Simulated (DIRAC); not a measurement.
# BBrF2 (SMILES FB(F)Br) at FS-CCSD/dyall-v2z (DC, active holes 6, kind ip, uncontracted yes, window high 6.29 Eh)

Aim: ionisation energies of BBrF2. 

The results are computed with DIRAC 26.1 (patched).

9 further runs of the same task are left out: 9 set aside as unsound or not needed. Runs told in other sessions of the task aren't counted.

### 1 The structure to begin with

BBrF2: 4 atoms, total charge 0, spin state singlet. SMILES: `FB(F)Br`. The shape is that of a GFN2-xTB, symmetrised optimisation.

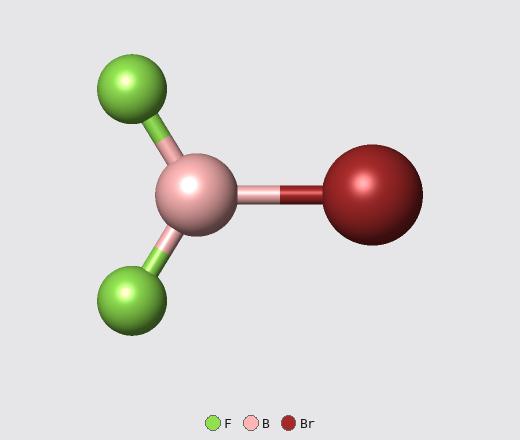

The structure, seen from a chosen angle (fluorine green, boron pink, bromine red).

### 2 Ionisation energies at FS-CCSD/dyall-v2z (DC, active holes 6, kind ip, uncontracted yes, window high 6.29 Eh)

The input, mol.xyz:

```xyz
4
BBrF2
F      -0.94908015     -1.71356029     -0.23521512
B      -0.83796068     -0.41473724     -0.14663336
F      -1.93327790      0.28697638     -0.26916397
Br      0.79870086      0.39530612      0.13976335
```

The input, scf.inp:

```
# DIRAC input
**DIRAC
.WAVE FUNCTION
**INTEGRALS
*READIN
.UNCONTRACT
**WAVE FUNCTION
.SCF
.RELCCSD
*SCF
.CLOSED SHELL
 58
**MOLTRA
.ACTIVE
energy -2.402 6.29 0.001
**RELCC
.FOCKSP
*CCFSPC
.MAXIT
120
.DOIE
.NACTH
3 3
**MOLECULE
*BASIS
.DEFAULT
dyall.v2z
**END OF INPUT
```

The run is started by

```console
$ pam --inp=scf.inp --mol=mol.xyz --noarch --mw=163 --aw=368
```

Standard output:

```text
*************************** Hamiltonian defined ***************************
[...]
 * Number of fermion irreps: 1
[...]
It.    1    -1432.923136959      0.00D+00  0.00D+00  0.00D+00               0.31980902s   Atom. scrpot
[...]
It.   15    -2829.019364815      1.18D-11 -1.99D-07  9.28D-08   DIIS   9    4.39600000s   LL SL
[...]
* Convergence after   15 iterations.
[...]
                                   TOTAL ENERGY
                                   ------------
   Charge of molecule : 0
   Electronic energy                        :    -3055.3844055972227
   Other contributions to the total energy
   Nuclear repulsion energy                 :      226.3649547180733
   SS Coulombic correction                  :        0.0000860642045
[...]
   Total energy                             :    -2829.0193648149448
[...]
  * Closed shell, f = 1.0000
   -498.5178637585  ( 2)       -67.1164637443  ( 2)       -60.1862052173  ( 2)       -58.4257400346  ( 2)       -58.4251324485  ( 2)
    -26.3634391978  ( 2)       -26.3634181974  ( 2)       -10.1921520161  ( 2)        -7.7876040529  ( 2)        -7.7216579589  ( 2)
     -7.4582723727  ( 2)        -7.4541607517  ( 2)        -3.1761125060  ( 2)        -3.1696141727  ( 2)        -3.1340418588  ( 2)
     -3.1304288786  ( 2)        -3.1254009569  ( 2)        -1.6786626389  ( 2)        -1.6442173775  ( 2)        -1.0913168940  ( 2)
[...]
* HOMO - LUMO gap:
    E(LUMO) :     0.12578620 au (symmetry E1 )
  - E(HOMO) :    -0.44726903 au (symmetry E1 )
  ------------------------------------------
    gap     :     0.57305523 au
[...]
* REACMO: Coefficients read from CHECKPOINT  - Total energy: -2829.01936481493294
[...]
 Total charge of the system :              0
[...]
 T1 diagnostic :                               0.018809919599975
[...]
 Level  eigenvalue (eV)  Eigenvalue (cm-1)    1E|  2E|
    1        0.000000000          0.000000     1|   1|
    2        0.461554577       3722.688723     1|   1|
    3        2.604610935      21007.603932     1|   1|
[...]
@ Total CCSD energy :                      -2829.610583738618971
@ Total CCSD+T  energy :                   -2829.610583738618971
@ Total CCSD(T) energy :                   -2829.610583738618971
@ Total CCSD-T  energy :                   -2829.610583738618971
[...]
```

Run time: 8.2 min. Hardware: 1 thread of Arm Neoverse V1, shared host; peak memory 0.59 GiB.

### 3 Outcome

At FS-CCSD/dyall-v2z (DC, active holes 6, kind ip, uncontracted yes, window high 6.29 Eh), 17 core orbitals frozen:

```
                             quantity           value
                         total energy  -2829.61058 Eh
  HOMO energy (Hartree–Fock orbitals)       -12.17 eV
  LUMO energy (Hartree–Fock orbitals)         3.42 eV
HOMO–LUMO gap (Hartree–Fock orbitals)        15.59 eV
              first ionisation energy        11.69 eV
```
